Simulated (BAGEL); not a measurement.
# C2H6Si (SMILES C[Si]C): a chain of runs

Wanted: a single-point energy (HF/cc-pVDZ), then the energy (NEVPT2(2,2)/cc-pVDZ), then the energy (CASPT2(2,2)/cc-pVDZ) of C2H6Si. 

Program for the calculation: BAGEL 1.2.2.

**1. The system as given**

C2H6Si has 9 atoms, charge 0, and is taken as a singlet. SMILES: `C[Si]C`. The C3–H7 distance was set to 2.080 Å, away from the relaxed value. At this shape a bond of the SMILES string is far longer than usual.

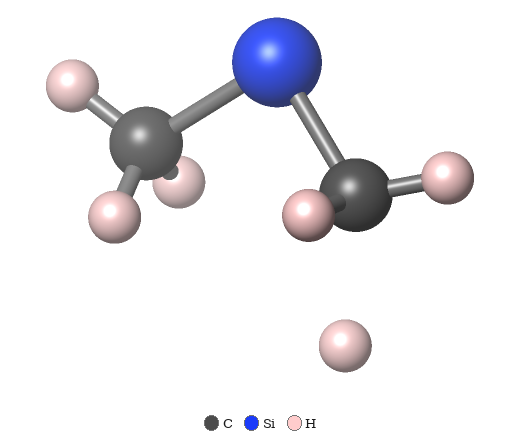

Viewed from a chosen angle; carbon dark grey, silicon blue, hydrogen pink.

**2. The energy at HF/cc-pVDZ (density fitting with svp-jkfit) (run 1)**

The input, hf.json:

```json
{ "bagel": [

{
  "title": "molecule",
  "basis": "cc-pvdz.json",
  "df_basis": "svp-jkfit",
  "angstrom": "true",
  "geometry": [
    { "atom": "C", "xyz": [    0.424313,    1.158536,   -1.034791 ] },
    { "atom": "Si", "xyz": [    1.848513,   -0.088464,   -1.142291 ] },
    { "atom": "C", "xyz": [    1.553613,   -0.958164,    0.516509 ] },
    { "atom": "H", "xyz": [   -0.478987,    0.591636,   -1.311691 ] },
    { "atom": "H", "xyz": [    0.512013,    1.986236,   -1.740491 ] },
    { "atom": "H", "xyz": [    0.248213,    1.547936,   -0.026891 ] },
    { "atom": "H", "xyz": [   -0.455600,   -1.193000,    1.001000 ] },
    { "atom": "H", "xyz": [    2.069613,   -1.915364,    0.607809 ] },
    { "atom": "H", "xyz": [    1.980513,   -0.285764,    1.277609 ] }
  ]
},
{ "title": "hf" },
{ "title": "print", "file": "orbitals.molden", "orbitals": "true" }

]}
```

The basis set cc-pVDZ is read from a file made from the Basis Set Exchange's data (not shown).

Launch:

```bash
$ BAGEL_NUM_THREADS=1 BAGEL hf.json > hf.out
```

The log of the run:

```text
* using 1 threads per process

  ===============================================================
  ===============================================================

  *** Geometry ***

  { "atom" : "C", "xyz" : [      0.801835,      2.189316,     -1.955472 ] },
  { "atom" : "Si", "xyz" : [      3.493183,     -0.167173,     -2.158617 ] },
  { "atom" : "C", "xyz" : [      2.935903,     -1.810668,      0.976061 ] },
  { "atom" : "H", "xyz" : [     -0.905154,      1.118030,     -2.478737 ] },
  { "atom" : "H", "xyz" : [      0.967564,      3.753442,     -3.289051 ] },
  { "atom" : "H", "xyz" : [      0.469055,      2.925175,     -0.050817 ] },
  { "atom" : "H", "xyz" : [     -0.860959,     -2.254443,      1.891616 ] },
  { "atom" : "H", "xyz" : [      3.911002,     -3.619513,      1.148593 ] },
  { "atom" : "H", "xyz" : [      3.742627,     -0.540016,      2.414331 ] },

  Number of auxiliary basis functions:      386

  Since a DF basis is specified, we compute 2- and 3-index integrals:
    o Being stored without compression. Storage requirement is 0.018 GB

  Number of basis functions:       76
  Number of electrons      :       32

    * METHOD: MOLECULE                             0.22

  *** RHF ***

  === Nuclear Repulsion ===
    95.2944009018

      * DIIS with orbital gradients will be used.

  === RHF iteration (cc-pvdz.json) ===
      0       -367.73870813          0.01860977           0.06
      1       -367.89932507          0.01151305           0.06
      2       -367.95703257          0.00204166           0.05
      3       -367.96079239          0.00075931           0.06
      4       -367.96118153          0.00017822           0.06
      5       -367.96122286          0.00005288           0.06
      6       -367.96122649          0.00001692           0.05
      7       -367.96122691          0.00000655           0.05
      8       -367.96122698          0.00000332           0.05
      9       -367.96122700          0.00000116           0.05
     10       -367.96122700          0.00000046           0.06
     11       -367.96122700          0.00000020           0.05
     12       -367.96122700          0.00000008           0.06
     13       -367.96122700          0.00000003           0.05
     14       -367.96122700          0.00000001           0.05
     15       -367.96122700          0.00000001           0.05
    * SCF iteration converged.

    * Permanent dipole moment:
           (   -0.273114,    -0.292695,     0.036773) a.u.

    * METHOD: HF                                   1.04

    * METHOD: PRINT                                0.03

  ===============================================================
```

Wall time 1.9 s (1 thread of AMD EPYC 7R43 (Zen 3), shared host); peak memory 0.14 GiB.

**3. A single-point energy at NEVPT2(2,2)/cc-pVDZ (density fitting with svp-jkfit) (run 2)**

The input, input.json:

```json
{ "bagel" : [

{
  "title" : "molecule",
  "basis" : "cc-pvdz.json",
  "df_basis" : "svp-jkfit",
  "angstrom" : true,
  "geometry" : [
    { "atom" : "C", "xyz" : [    0.424313,    1.158536,   -1.034791 ] },
    { "atom" : "Si", "xyz" : [    1.848513,   -0.088464,   -1.142291 ] },
    { "atom" : "C", "xyz" : [    1.553613,   -0.958164,    0.516509 ] },
    { "atom" : "H", "xyz" : [   -0.478987,    0.591636,   -1.311691 ] },
    { "atom" : "H", "xyz" : [    0.512013,    1.986236,   -1.740491 ] },
    { "atom" : "H", "xyz" : [    0.248213,    1.547936,   -0.026891 ] },
    { "atom" : "H", "xyz" : [   -0.455600,   -1.193000,    1.001000 ] },
    { "atom" : "H", "xyz" : [    2.069613,   -1.915364,    0.607809 ] },
    { "atom" : "H", "xyz" : [    1.980513,   -0.285764,    1.277609 ] }
  ]
},
{
  "title" : "hf"
},
{
  "title" : "nevpt2",
  "nstate" : 1,
  "nact" : 2,
  "nclosed" : 15,
  "active" : [15, 18],
  "maxiter" : 200,
  "natocc" : true,
  "ncore" : 7
},
{
  "title" : "print",
  "file" : "orbitals.molden",
  "orbitals" : true
}

]}
```

The basis set cc-pVDZ is read from a file made from the Basis Set Exchange's data (not shown).

Launch:

```bash
$ BAGEL_NUM_THREADS=1 BAGEL input.json > input.out
```

The log of the run:

```text
* using 1 threads per process

  ===============================================================
  ===============================================================

  *** Geometry ***

  { "atom" : "C", "xyz" : [      0.801835,      2.189316,     -1.955472 ] },
  { "atom" : "Si", "xyz" : [      3.493183,     -0.167173,     -2.158617 ] },
  { "atom" : "C", "xyz" : [      2.935903,     -1.810668,      0.976061 ] },
[... 5 lines of this table left out ...]
  { "atom" : "H", "xyz" : [      3.742627,     -0.540016,      2.414331 ] },

  Number of auxiliary basis functions:      386

  Since a DF basis is specified, we compute 2- and 3-index integrals:
    o Being stored without compression. Storage requirement is 0.018 GB

[... 18 lines left out ...]
    * SCF iteration converged.
[... 1 line left out ...]
    * Permanent dipole moment:
[... 28 lines left out ...]
    * Second-order optimization converged. *

     guess   0:   closed 1.                   open ..

  === FCI iteration ===

      0  0      -367.95607137     8.21e-02      0.00
      1  0      -368.01496631     7.07e-03      0.00
      2  0 *    -368.01545958     1.14e-15      0.00

     * ci vector, state   0, <S^2> = 0.0000
       2.     0.9402183069
       .2    -0.3405723643

  === DF-NEVPT2 calculation ===

    * 3-index integral transformation done
    * assembly done

      NEVPT2 correlation energy:   -0.3527397019      0.14

          (+0)     -0.3007803190
          (+0)'    -0.0124536038
          (+1)     -0.0086187638
          (+1)'    -0.0000000000
          (+2)     -0.0003891673
          (-1)     -0.0277334169
          (-1)'     0.0000000000
          (-2)     -0.0027644311

      NEVPT2 total energy:       -368.3681992770

    * METHOD: NEVPT2                               3.84

    * METHOD: PRINT                                0.03

  ===============================================================
```

Run time: 6 s. Hardware: 1 thread of AMD EPYC 7R43 (Zen 3), shared host; peak memory 0.14 GiB.

**4. A single-point energy at CASPT2(2,2)/cc-pVDZ (density fitting with svp-jkfit) (run 3)**

input.json: that of step 3 with these lines changed.

```diff
@@ -23,3 +23,3 @@
 {
-  "title" : "nevpt2",
+  "title" : "casscf",
   "nstate" : 1,
@@ -27,6 +27,6 @@
   "nclosed" : 15,
+  "nspin" : 0,
   "active" : [15, 18],
   "maxiter" : 200,
-  "natocc" : true,
-  "ncore" : 7
+  "natocc" : true
 },
@@ -36,2 +36,12 @@
   "orbitals" : true
+},
+{
+  "title" : "smith",
+  "method" : "caspt2",
+  "ms" : true,
+  "xms" : true,
+  "sssr" : true,
+  "shift" : 0.2,
+  "shift_imag" : true,
+  "ncore" : 7
 }
```

The basis set cc-pVDZ is read from a file made from the Basis Set Exchange's data (not shown).

Launch:

```bash
$ BAGEL_NUM_THREADS=1 BAGEL input.json > input.out
```

The log of the run:

```text
* using 1 threads per process

  ===============================================================
  ===============================================================

  *** Geometry ***

  { "atom" : "C", "xyz" : [      0.801835,      2.189316,     -1.955472 ] },
  { "atom" : "Si", "xyz" : [      3.493183,     -0.167173,     -2.158617 ] },
  { "atom" : "C", "xyz" : [      2.935903,     -1.810668,      0.976061 ] },
[... 5 lines of this table left out ...]
  { "atom" : "H", "xyz" : [      3.742627,     -0.540016,      2.414331 ] },

  Number of auxiliary basis functions:      386

  Since a DF basis is specified, we compute 2- and 3-index integrals:
    o Being stored without compression. Storage requirement is 0.018 GB

[... 18 lines left out ...]
    * SCF iteration converged.
[... 1 line left out ...]
    * Permanent dipole moment:
[... 27 lines left out ...]
    * Second-order optimization converged. *
[... 9 lines left out ...]
     * ci vector, state   0, <S^2> = 0.0000
[... 16 lines left out ...]
    * Zeroth order energy : state  0       -0.5746679414
[... 4 lines left out ...]
       #      aibj      arbs      arbi      airj      risj      airs      arst      rist         Etot      error   time
[... 2 lines left out ...]
       0  -0.29898  -0.00345  -0.02915  -0.00938  -0.00059  -0.01187  -0.00000   0.00000   -0.3534105  0.0009238   0.08
       1  -0.29906  -0.00346  -0.02920  -0.00945  -0.00062  -0.01202  -0.00000  -0.00000   -0.3538063  0.0001376   0.06
       2  -0.29907  -0.00346  -0.02920  -0.00945  -0.00062  -0.01203  -0.00000  -0.00000   -0.3538173  0.0000294   0.06
       3  -0.29907  -0.00346  -0.02920  -0.00945  -0.00062  -0.01203  -0.00000  -0.00000   -0.3538177  0.0000063   0.06
       4  -0.29907  -0.00346  -0.02920  -0.00945  -0.00062  -0.01203   0.00000   0.00000   -0.3538178  0.0000011   0.06
       5  -0.29907  -0.00346  -0.02920  -0.00945  -0.00062  -0.01203  -0.00000  -0.00000   -0.3538178  0.0000002   0.06

      ------------------------------------------------------------------------------------------------------------------

    * CASPT2 energy : state  0     -368.3721577491
        w/o shift correction       -368.3692773453
        reference weight              0.8730234858

    * METHOD: SMITH                                0.55

  ===============================================================
```

Run time: 6.3 s. Hardware: 1 thread of AMD EPYC 7R43 (Zen 3), shared host; peak memory 0.14 GiB.

**5. Results**

```
                                quantity          value
         run 1, HF/cc-pVDZ: total energy  -367.96123 Eh
        run 1, HF/cc-pVDZ: dipole moment         1.02 D
          run 1, HF/cc-pVDZ: HOMO energy       -8.34 eV
          run 1, HF/cc-pVDZ: LUMO energy        0.45 eV
        run 1, HF/cc-pVDZ: HOMO–LUMO gap        8.79 eV
run 2, NEVPT2(2,2)/cc-pVDZ: total energy  -368.36820 Eh
run 3, CASPT2(2,2)/cc-pVDZ: total energy  -368.37216 Eh
```

In words: One bond (run 1, HF/cc-pVDZ) is far stretched, which a spin-restricted single reference describes badly; a broken-symmetry solution may lie lower.
